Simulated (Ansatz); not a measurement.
## What a tighter setting buys: basis.ecutwfc, SrZn2 (Imma, 6 atoms in the cell)

```
SrZn2
1.0
   -2.38950     3.89750     3.91000
    2.38950    -3.89750     3.91000
    2.38950     3.89750    -3.91000
Sr Zn
2 4
Direct
  0.30200   0.05200   0.25000
  0.69800   0.94800   0.75000
  0.27400   0.33500   0.93900
  0.89600   0.33500   0.56100
  0.72600   0.66500   0.06100
  0.10400   0.66500   0.43900
```

Computed with r2SCAN, default PAW files made with PBE (plane waves; Ansatz, a quantum-chemistry and plane-wave program).

Base settings: basis.ecutwfc = 500 eV; kpoints.mp_grid.grid = 5 5 5; hamiltonian.xc = r2scan; hamiltonian.pseudopotentials = {kind: paw} (the program's default PAW files); scf.occupations.method = gaussian; scf.occupations.width = 0.1 eV.

Misses are taken against the tightest run, 1000 eV, which need not be fully converged itself. The energy is the free energy per atom.

The count of work is k-points × plane waves × bands × iterations; it is no time, and leaves out set-up, grids and terms that scale otherwise. 

Ansatz's pressure holds its estimate of the finite-basis (Pulay) stress, which hides part of the cutoff error; the uncorrected pressure shows it.

The starting cell comes from a database of published, mostly measured structures (it also holds non-ambient and calculated ones), without a prior relaxation at this level. Ansatz's pressure includes its estimate of the finite-basis (Pulay) stress.

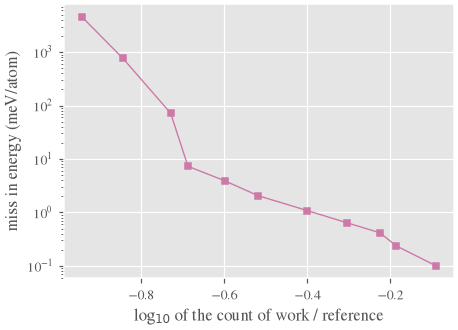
Figure: Miss against the count of work; the reference run is not drawn, and misses under 0.1 meV/atom are drawn there.

```tsv
basis.ecutwfc	energy less reference (meV/atom)	pressure less reference (GPa)	largest difference in the force on any atom (eV/Å)	uncorrected pressure less reference (GPa)	count of work / reference
200 eV	4610.13	-0.41	0.064	-130.77	0.11
250 eV	766.02	1.18	0.023	-33.63	0.14
300 eV	72.11	0.16	0.007	-4.83	0.19
350 eV	7.30	0.02	0.001	-0.28	0.21
400 eV	3.92	0.00	0.000	-0.07	0.25
450 eV	2.06	0.00	0.000	-0.06	0.30
500 eV	1.08	0.00	0.000	-0.02	0.40
575 eV	0.64	0.00	0.000	0.00	0.50
650 eV	0.42	0.00	0.000	0.00	0.60
750 eV	0.24	0.00	0.000	0.00	0.65
875 eV	0.08	0.00	0.000	0.00	0.81
1000 eV	0.00	0.00	0.000	0.00	1.0
```

Coarsest setting among those run that, with all tighter ones, holds the energy within 20 meV/atom of the reference: 350 eV, off by 7.3 meV/atom; it needs 0.21 of the reference's count of work.

Coarsest setting among those run that, with all tighter ones, holds the energy within 5 meV/atom of the reference: 400 eV, off by 3.9 meV/atom; it needs 0.25 of the reference's count of work.

The step from 200 eV to 500 eV: it takes the miss in the energy from 4600 to 1.1 meV/atom, for 3.5 times the count of work.

Keys are those of Ansatz 0.2.
